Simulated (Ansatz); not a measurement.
**CH4AlClFSb: small, medium and large basis sets**

How large a basis does CH4AlClFSb need? Two functionals are run in growing sets.

Computed with Ansatz 0.2.0, Gaussian basis. Level: one geometry, several basis sets.

The runs, in order: PBE0-D4/def2-SVP; ωB97M-V/def2-SVP; PBE0-D4/def2-QZVPP; ωB97M-V/def2-QZVPP; the functionals' def2-TZVPP values are taken from earlier runs.

### Step 1. Structure used throughout

All runs share one geometry, relaxed beforehand with PBE0-D4 in a triple-zeta def2 set. Sb takes the def2 core potential; no spin-orbit term is included.

SMILES `[F][Al]([SbH2])[CH2]Cl`, 9 atoms, charge 0, spin multiplicity 1.

Atoms are counted from 1 here; the program's logs count them from 0.

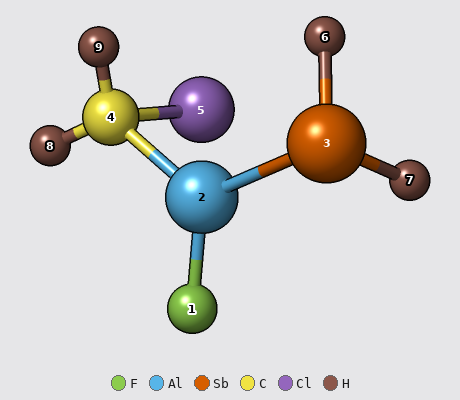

The structure; fluorine green, aluminium blue, antimony orange, carbon yellow, chlorine purple, hydrogen brown; atoms are numbered from 1 in the order of the file.

### Step 2. PBE0-D4 in def2-SVP

The input, in.yaml:

```yaml
crystal:
  periodic: [false, false, false]
  atoms:
    - {symbol: F, position_ang: [0.514614, -2.243971, -0.788107]}
    - {symbol: Al, position_ang: [0.301757, -0.776900, -0.053562]}
    - {symbol: Sb, position_ang: [2.414165, 0.730156, 0.380591]}
    - {symbol: C, position_ang: [-1.505587, -0.381037, 0.561344]}
    - {symbol: Cl, position_ang: [-1.624053, 0.394068, -1.114589]}
    - {symbol: H, position_ang: [1.379549, 2.090472, 0.439367]}
    - {symbol: H, position_ang: [2.590460, 0.886335, -1.311657]}
    - {symbol: H, position_ang: [-2.267980, -1.155794, 0.593126]}
    - {symbol: H, position_ang: [-1.714425, 0.410372, 1.276386]}
basis:
  gaussian: {orbitals: def2-SVP}
hamiltonian: {xc: pbe0, dispersion: d4}
output: {orbitals: {seedname: orbitals}}
```

On the command line:

```bash
> ansatz run in.yaml --threads 4 --pin off --events-out ev --progress --plain --max-ram 10444MiB
```

The runs that follow: ωB97M-V in def2-SVP; PBE0-D4 in def2-QZVPP; ωB97M-V in def2-QZVPP.

Q: Predict the results of all the runs planned. Wanted: PBE0-D4: double and triple zeta above quadruple; ωB97M-V: double and triple zeta above quadruple.

The runs gave:

| quantity | value |
| --- | --- |
| PBE0-D4: double and triple zeta above quadruple | 12.43, 0.84 eV |
| ωB97M-V: double and triple zeta above quadruple | 12.48, 0.81 eV |

In words: PBE0-D4 gains 11.59 eV from double to triple zeta, then 0.84 eV more. These are total energies; as a rule much of such shifts cancels in differences, which this series doesn't test. The LUMO of ωB97M-V is positive and keeps falling with the basis (1.16 to 0.46 eV): an unbound level that the basis holds in place.
